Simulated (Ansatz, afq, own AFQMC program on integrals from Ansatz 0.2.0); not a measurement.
# The boron atom (doublet): AFQMC on the coupled-cluster ladder, 6-31G, part 2 of 2

Ansatz 0.2.0, Gaussian basis, and an in-house AFQMC program (afq) on its integrals; all values are calculated; 6-31G, frozen cores. Earlier steps stand in the parts before.

### Step 15. Phaseless AFQMC, single-determinant trial on UHF

It reads the integrals that the CCSD(T) run on this determinant wrote.

On the command line:

```bash
$ afq ham --method phaseless --trial hf --walkers 400 --populations 1 --least-time 40 --time-step 0.005 --steps-per-block 20 --equilibration-blocks 112 --max-blocks 600 --target-error 0.00063 --factor-cut 1e-05 --start spin_pure --seed 8534 --taylor-order 6
```

The program printed:

```text
orbitals 8  electrons 2 1  factors 30 of 34
reference energy -24.51949117 Eh
CCSD correlation -0.04185799 Eh in 9 cycles, weight of the determinant in the CISD state 0.9424
energy of the start -24.519498 Eh
 block  time / (1/Eh)  mean weight  energy / Eh
     1     0.100  1.0003  -24.523014
     2     0.200  1.0000  -24.526093
     3     0.300  1.0000  -24.529000
     4     0.400  1.0000  -24.531010
     5     0.500  1.0003  -24.533306
     6     0.600  1.0000  -24.536016
     7     0.700  1.0002  -24.536635
     8     0.800  0.9999  -24.538749
     9     0.900  1.0001  -24.540427
    10     1.000  1.0000  -24.541828
    18     1.800  1.0002  -24.548380
    35     3.500  0.9998  -24.559328
    52     5.200  1.0000  -24.565696
    69     6.900  0.9998  -24.557232
    86     8.600  1.0002  -24.553370
   103    10.300  1.0001  -24.563427
   120    12.000  1.0003  -24.560744
   137    13.700  1.0001  -24.561137
   154    15.400  1.0000  -24.554918
   171    17.100  1.0000  -24.556210
   188    18.800  1.0000  -24.552497
   205    20.500  1.0005  -24.559425
   222    22.200  1.0000  -24.558256
   239    23.900  1.0005  -24.554366
   256    25.600  1.0002  -24.557335
   273    27.300  1.0002  -24.559738
   290    29.000  0.9996  -24.560346
   307    30.700  1.0009  -24.554530
   324    32.400  1.0004  -24.554217
   341    34.100  1.0003  -24.558903
   358    35.800  0.9998  -24.556447
   375    37.500  1.0002  -24.554526
   392    39.200  1.0001  -24.567879
   409    40.900  0.9993  -24.553025
   426    42.600  0.9999  -24.557274
   443    44.300  1.0003  -24.555867
   460    46.000  0.9975  -24.556982
   477    47.700  1.0002  -24.560350
   494    49.400  1.0002  -24.552621
   511    51.100  0.9999  -24.555638
   528    52.800  1.0001  -24.553904
   545    54.500  0.9999  -24.557195
   562    56.200  1.0004  -24.556092
   579    57.900  1.0001  -24.560953
   596    59.600  1.0001  -24.555888
   613    61.300  1.0001  -24.556774
   630    63.000  1.0000  -24.556125
   647    64.700  1.0000  -24.554318
   664    66.400  1.0003  -24.552428
   681    68.100  1.0002  -24.560786
blocks merged  error / Eh  count
     1  0.000222  570
     2  0.000292  285
     4  0.000392  142
     8  0.000522  71
    16  0.000606  35
    32  0.000626  17
    64  0.000736  8
energy -24.557706 +/- 0.000626 Eh
```

It took 41 s on 1 thread of Arm Neoverse V1, shared host.

Energy -668.2492 ± 0.0170 eV. Caveats: constraint bias not in the error.

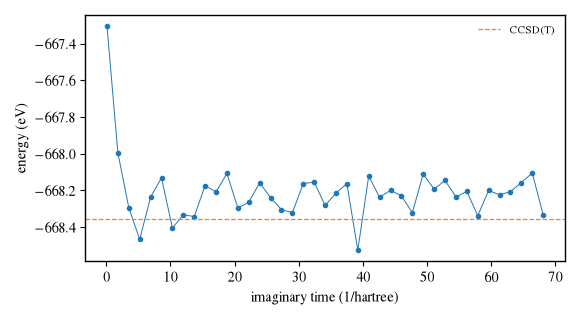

Block energies along the walk.

### Step 16. Free-projection AFQMC, CISD trial on UHF

It reads the integrals that the CCSD(T) run on this determinant wrote.

On the command line:

```bash
$ afq ham --method free --trial cisd --walkers 200 --time-step 0.03 --max-blocks 80 --target-error 0.00021 --factor-cut 1e-05 --seed 6145 --times 0,0.3,0.6,1.2,1.8,2.4,3.6,4.8,6 --taylor-order 8
```

The program printed:

```text
orbitals 8  electrons 2 1  factors 30 of 34
reference energy -24.51949117 Eh
CCSD correlation -0.04185799 Eh in 9 cycles, weight of the determinant in the CISD state 0.9424
repeat  energy at the last time / Eh  error
    10  -24.561784  0.000027
    20  -24.561831  0.000022
    30  -24.561831  0.000015
time / (1/Eh)  energy / Eh  error  mean overlap
  0.00  -24.561349  0.000000  1.0599
  0.30  -24.561536  0.000007  1.0584
  0.60  -24.561669  0.000010  1.0543
  1.20  -24.561768  0.000010  1.0584
  1.80  -24.561805  0.000014  1.0613
  2.40  -24.561843  0.000014  1.0598
  3.60  -24.561862  0.000014  1.0580
  4.80  -24.561874  0.000014  1.0586
  6.00  -24.561831  0.000015  1.0557
energy -24.561831 +/- 0.000015 Eh
```

Wall time 8 s (1 thread of Arm Neoverse V1, shared host).

Energy -668.3615 ± 0.0004 eV. Caveats: remainder of the start not in the error.

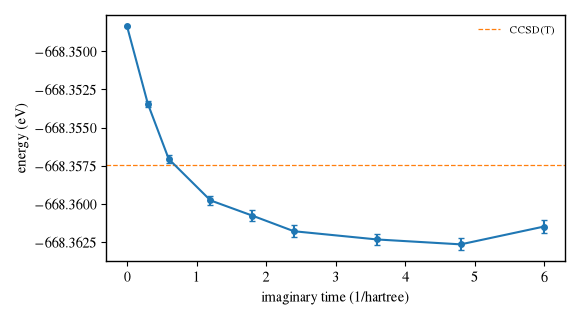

Energy against projection time, with error bars.

### Step 17. Phaseless AFQMC, CISD trial on UHF (settings varied)

It reads the integrals that the CCSD(T) run on this determinant wrote.

On the command line:

```bash
$ afq ham --method phaseless --trial cisd --walkers 10 --populations 1 --least-time 40 --time-step 0.04 --steps-per-block 50 --equilibration-blocks 3 --max-blocks 10 --target-error 0.00042 --factor-cut 1e-05 --start determinant --seed 5079 --taylor-order 8
```

The program printed:

```text
orbitals 8  electrons 2 1  factors 30 of 34
reference energy -24.51949117 Eh
CCSD correlation -0.04185799 Eh in 9 cycles, weight of the determinant in the CISD state 0.9424
energy of the start -24.561349 Eh
 block  time / (1/Eh)  mean weight  energy / Eh
     1     2.000  1.0041  -24.561481
     2     4.000  0.9950  -24.561796
     3     6.000  1.0045  -24.561452
     4     8.000  1.0042  -24.561682
     5    10.000  0.9903  -24.561591
     6    12.000  0.9939  -24.561437
     7    14.000  1.0042  -24.561598
     8    16.000  1.0183  -24.561463
     9    18.000  1.0106  -24.561451
    10    20.000  0.9923  -24.561708
    11    22.000  1.0174  -24.561450
    12    24.000  1.0117  -24.561559
    13    26.000  1.0122  -24.563331
no energy: too few blocks
```

It took 0.3 s on 1 thread of Arm Neoverse V1, shared host.

No energy. The run doesn't count as converged.

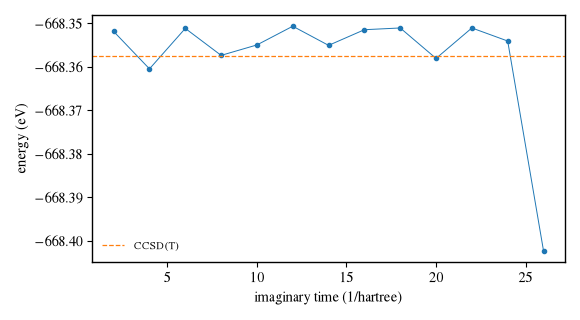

Block energies along the walk.

### Step 18. Phaseless AFQMC, single-determinant trial on UHF (settings varied)

It reads the integrals that the CCSD(T) run on this determinant wrote.

On the command line:

```bash
$ afq ham --method phaseless --trial hf --walkers 10 --populations 1 --least-time 40 --time-step 0.0025 --steps-per-block 50 --equilibration-blocks 48 --max-blocks 160 --target-error 0.00042 --factor-cut 1e-05 --start spin_pure --seed 4298 --taylor-order 8
```

The program printed:

```text
orbitals 8  electrons 2 1  factors 30 of 34
reference energy -24.51949117 Eh
CCSD correlation -0.04185799 Eh in 9 cycles, weight of the determinant in the CISD state 0.9424
energy of the start -24.519498 Eh
 block  time / (1/Eh)  mean weight  energy / Eh
     1     0.125  0.9997  -24.524555
     2     0.250  1.0005  -24.525656
     3     0.375  0.9998  -24.528324
     4     0.500  1.0001  -24.535548
     5     0.625  1.0008  -24.533345
     6     0.750  0.9997  -24.532196
     7     0.875  0.9997  -24.530034
     8     1.000  0.9997  -24.536663
     9     1.125  0.9995  -24.539579
    10     1.250  1.0005  -24.550138
    11     1.375  1.0004  -24.539312
    16     2.000  0.9995  -24.536157
    21     2.625  0.9997  -24.548198
    26     3.250  1.0002  -24.551285
    31     3.875  0.9995  -24.538662
    36     4.500  1.0004  -24.551419
    41     5.125  0.9996  -24.547736
    46     5.750  0.9998  -24.557230
    51     6.375  1.0004  -24.546333
    56     7.000  0.9998  -24.540836
    61     7.625  1.0017  -24.554011
    66     8.250  1.0001  -24.542955
    71     8.875  1.0004  -24.536562
    76     9.500  0.9991  -24.547648
    81    10.125  0.9999  -24.548489
    86    10.750  1.0002  -24.549048
    91    11.375  0.9999  -24.574282
    96    12.000  1.0014  -24.594456
   101    12.625  0.9997  -24.535612
   106    13.250  1.0004  -24.541221
   111    13.875  0.9987  -24.559264
   116    14.500  0.9998  -24.575258
   121    15.125  0.9974  -24.826791
   126    15.750  0.9985  -24.598897
   131    16.375  0.9997  -24.580686
   136    17.000  0.9999  -24.589409
   141    17.625  1.0003  -24.548632
   146    18.250  0.9999  -24.552701
   151    18.875  0.9997  -24.549557
   156    19.500  1.0004  -24.552209
   161    20.125  0.9997  -24.561885
   166    20.750  1.0008  -24.549138
   171    21.375  0.9995  -24.564710
   176    22.000  1.0005  -24.551989
   181    22.625  1.0009  -24.558193
   186    23.250  1.0021  -24.555626
   191    23.875  1.0001  -24.569841
   196    24.500  1.0005  -24.548036
   201    25.125  1.0002  -24.542060
   206    25.750  0.9986  -24.547750
blocks merged  error / Eh  count
     1  0.003605  160
     2  0.004967  80
     4  0.006434  40
     8  0.007615  20
    16  0.010724  10
energy -24.564372 +/- 0.007615 Eh
```

It took 3.5 s on 1 thread of Arm Neoverse V1, shared host.

Energy -668.4306 ± 0.2072 eV. The run doesn't count as converged. Caveats: constraint bias not in the error; error not settled; error above the target. The error still grows with block length (0.1751 to 0.2918 eV), so the bar may be too small.

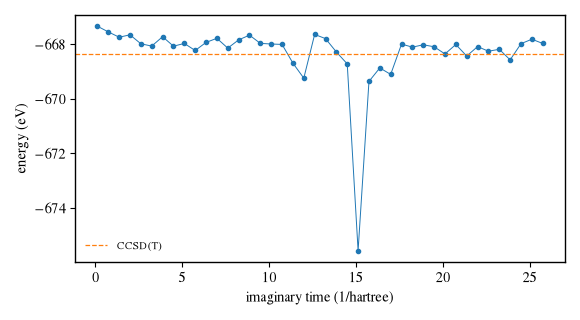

Block energies along the walk.

### Step 19. Free-projection AFQMC, CISD trial on UHF (settings varied)

It reads the integrals that the CCSD(T) run on this determinant wrote.

On the command line:

```bash
$ afq ham --method free --trial cisd --walkers 100 --time-step 0.2 --max-blocks 30 --target-error 0.00042 --factor-cut 1e-06 --seed 2582 --times 0,1,2,3 --taylor-order 6
```

The program printed:

```text
orbitals 8  electrons 2 1  factors 33 of 34
reference energy -24.51949117 Eh
CCSD correlation -0.04185806 Eh in 9 cycles, weight of the determinant in the CISD state 0.9424
repeat  energy at the last time / Eh  error
    10  -24.561908  0.000046
    20  -24.561889  0.000034
    30  -24.561890  0.000025
time / (1/Eh)  energy / Eh  error  mean overlap
  0.00  -24.561349  0.000000  1.0608
  1.00  -24.561741  0.000015  1.0584
  2.00  -24.561872  0.000019  1.0531
  3.00  -24.561890  0.000025  1.0382
energy -24.561890 +/- 0.000025 Eh
```

Wall time 0.5 s (1 thread of Arm Neoverse V1, shared host).

Energy -668.3631 ± 0.0007 eV. Caveats: remainder of the start not in the error.

### Step 20. AFQMC on the ladder

The full CI on restricted orbitals is not used as the yardstick for these unrestricted rows.

On the UHF determinant, counted from CCSD(T) (a yardstick, not exact):

```
                                                             level  energy (eV)  from CCSD(T) (meV)  statistical error (meV)  time
                                                                HF    -667.2093             +1148.1                               
                                                               MP2    -667.8322              +525.2                               
                                                              CCSD    -668.3484                +9.1                               
                                                           CCSD(T)    -668.3574                 0.0                               
              Phaseless AFQMC, CISD trial, step 0.005, 200 walkers    -668.3606                -3.1                      0.7  24 s
Phaseless AFQMC, single-determinant trial, step 0.005, 400 walkers    -668.2492              +108.2                     17.0  41 s
         Free-projection AFQMC, CISD trial, step 0.03, 200 walkers    -668.3615                -4.0                      0.4   8 s
```

The functionals' totals stand on their own zeros and serve differences with other points: PBE -669.375 eV; r2SCAN -670.078 eV; PBE0 -669.615 eV; B3LYP -670.837 eV; wB97M-V -670.413 eV; B2PLYP -669.867 eV.

### Step 21. What came out

What follows sums up all 2 parts.

```
                                                     quantity              value
              Phaseless AFQMC, CISD trial on UHF from CCSD(T)     -3.1 ± 0.7 meV
Phaseless AFQMC, single-determinant trial on UHF from CCSD(T)  +108.2 ± 17.0 meV
        Free-projection AFQMC, CISD trial on UHF from CCSD(T)     -4.0 ± 0.4 meV
```

On UHF the phaseless walk with the CISD trial lies -3.1 meV from CCSD(T), 4 times its error bar. A single-determinant trial moves the result by +111.3 meV. Free projection has no constraint; at the last time it gives -4.0 ± 0.4 meV, and from a start that isn't spin pure other spins can mix in. Error bars are statistical and leave out the constraint, the time step and what remains of the start.
